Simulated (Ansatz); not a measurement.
# BCl (SMILES [B]Cl) at PBE0/STO-3G

What is the vertical electron affinity of BCl at PBE0/STO-3G? 

Program for the calculation: Ansatz 0.2.0.

40 further runs of the same task are left out: 1 that didn't finish, 39 set aside as unsound or not needed.

**1. The molecule**

BCl: 2 atoms, total charge 0, spin state singlet. SMILES: `[B]Cl`. Geometry: relaxed at PBE0-D4/def2-TZVP.

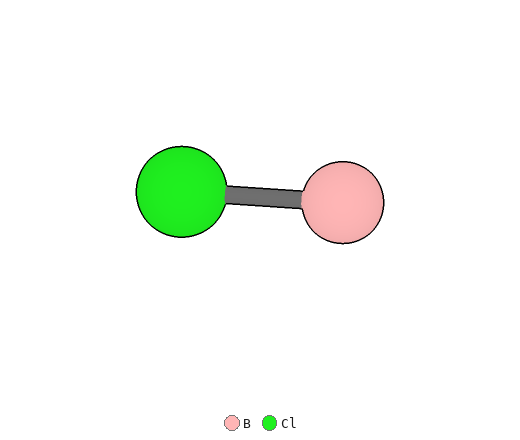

Viewed from a chosen angle; boron pink, chlorine green.

**2. A single-point energy at PBE0/STO-3G**

File job.yaml:

```yaml
crystal:
  periodic: [false, false, false]
  atoms:
    - symbol: B
      position_ang: [-0.000000, -0.000000, -0.069660]
    - symbol: Cl
      position_ang: [0.000000, 0.000000, 1.648190]
basis:
  gaussian:
    orbitals: STO-3G
total_charge: 0
hamiltonian:
  xc: {name: PBE0}
accuracy: high
```

Run with:

```bash
$ ansatz run job.yaml --threads 1 --pin off --max-ram 3480MiB --events-out events.jsonl --progress --plain --runs-dir runs
```

Standard output:

```text
Warning: RAYON_NUM_THREADS=1 ignored (pool sized by the plan → 1); use --threads N
Functional definition: PBE0
  name "PBE0"
  parameter a = 0.25
  parameter kappa = 0.804
  parameter beta = 0.06672455060314922
  exchange = (1 - a)*pbe_x(kappa = kappa, mu = beta*pi^2/3) + a*exact_x
  correlation = pbe_c(beta = beta)
224 factors; integrals over basis functions are off by at most 2.1e-8 eV
mean field evaluation 1: about -13045.9158 eV, gradient 9.3e0 eV
mean field evaluation 2: about -13045.8706 eV, gradient 1.1e1 eV
mean field evaluation 4: about -13046.3533 eV, gradient 2.3e-2 eV
mean field evaluation 8: about -13046.3525 eV, gradient 4.4e-4 eV
mean field -13046.35254904 eV, -479.4446130419 hartree, gradient 4.5e-8 eV, S^2 0.000000; 0 other end points of the search recorded, 0 dependent functions left out
reference -13046.35255007 eV, -479.4446130797 hartree; 11, 11 occupied and 3, 3 virtual orbitals, 224 factors
Total energy: -13046.35255007 eV, -479.4446130797 hartree
```

Run time: 0.34 s. Hardware: 1 thread of Intel Xeon Platinum 8488C (Sapphire Rapids), shared host.

**3. The doublet anion at the same level**

File in.yaml:

```yaml
crystal:
  periodic: [false, false, false]
  atoms:
    - {symbol: B, position_ang: [-0.000000, -0.000000, -0.069660]}
    - {symbol: Cl, position_ang: [0.000000, 0.000000, 1.648190]}
basis:
  gaussian:
    orbitals: STO-3G
accuracy: high
magnetization:
  spin_polarized: true
  initial_magnetization: 1
total_charge: -1
hamiltonian:
  xc: {name: PBE0}
```

Run with:

```bash
$ ansatz run in.yaml --threads 1 --pin off --max-ram 3480MiB --events-out events.jsonl --progress --plain --runs-dir runs
```

Standard output, shortened:

```text
Warning: RAYON_NUM_THREADS=1 ignored (pool sized by the plan → 1); use --threads N
[... 7 set-up lines as earlier in the session ...]
224 factors; integrals over basis functions are off by at most 2.1e-8 eV
mean field evaluation 1: about -13040.0542 eV, gradient 9.9e0 eV
mean field evaluation 2: about -13040.7882 eV, gradient 4.1e0 eV
mean field evaluation 4: about -13040.9631 eV, gradient 3.5e-2 eV
mean field evaluation 8: about -13040.9721 eV, gradient 2.3e-4 eV
mean field evaluation 16: about -13040.8044 eV, gradient 1.2e0 eV
mean field -13040.97207694 eV, -479.2468843391 hartree, gradient 6.4e-9 eV, S^2 0.752116; 1 other end points of the search recorded, 0 dependent functions left out
reference -13040.97207796 eV, -479.2468843767 hartree; 12, 11 occupied and 2, 3 virtual orbitals, 224 factors
Total energy: -13040.97207796 eV, -479.2468843767 hartree
```

It took 0.6 s on 1 thread of Intel Xeon Platinum 8488C (Sapphire Rapids), shared host; peak memory 0.12 GiB.

**4. What came out**

Level: PBE0/STO-3G.

| quantity | value |
| --- | --- |
| singlet BCl: total energy | -479.44461 Eh |
| doublet anion: total energy | -479.24688 Eh |
| doublet anion: ⟨S²⟩ | 0.752 |
| vertical electron affinity (to the doublet anion) | -5.380 eV |

What this shows: The anion lies 5.38 eV (519 kJ/mol) above the neutral: the electron isn't bound at this level, and such a value depends on the basis. Without diffuse functions anions come out too high. In a minimal basis such a difference can be off by several eV, whatever the method.
